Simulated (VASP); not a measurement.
Given:

```
Te
1.0
    2.26275    -3.91920     0.00000
    2.26275     3.91920     0.00000
    0.00000     0.00000     5.96887
Te
3
Direct
  0.00000   0.26747   0.66667
  0.73253   0.73253   0.00000
  0.26747   0.00000   0.33333
```

These are PW91 GGA, VASP's PBE PAW potentials (set 64) (plane waves; VASP) values and carry that method's errors. Numerical set-up: 520 eV cut-off, 6×6×4 Γ-centred mesh, tetrahedra with Blöchl corrections, potentials Te.

Unless said otherwise, spin-orbit coupling is left out, though it shifts the bands of the heavy elements here.

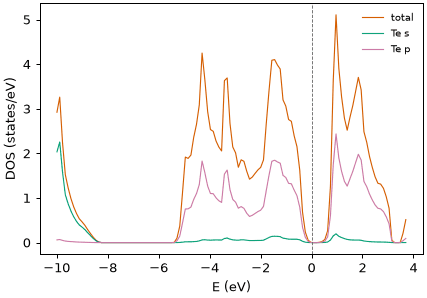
*Total and projected density of states, zero at the valence-band maximum*

Within 2 eV below the valence-band maximum the largest weight inside VASP's projection spheres is Te p.

The gap is direct, 0.21 eV, from the valence maximum at H to the conduction minimum at H.

The compound is Te in the trig structure. It was relaxed first.
